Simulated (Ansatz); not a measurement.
Take BN in the wurtzite structure (space group P6_3mc, No. 186; a = 2.541 Å, c = 4.203 Å) as the base. Axes: x lies along a and z along c of the hexagonal cell.

Structures relaxed with PBEsol (Ansatz, a program for electronic structure), no SOC.

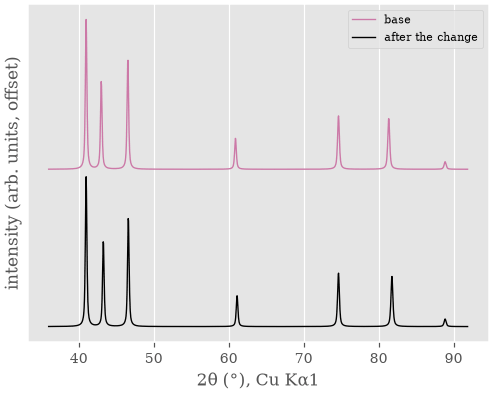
Figure. Simulated powder patterns before (top) and after one change

Problem. What was done to the base?
(A) uniaxial strain ε_zz = −0.60 %
(B) uniaxial strain ε_zz = −1.80 %
(C) uniaxial strain ε_zz = −3.00 %
(D) uniaxial strain ε_zz = −2.40 %

Solution. A, uniaxial strain ε_zz = −0.60 %. Its volume per atom is 5.84 Å³ against 5.88 Å³, and its space group is P6_3mc (No. 186).

Stability against distortions was not tested.
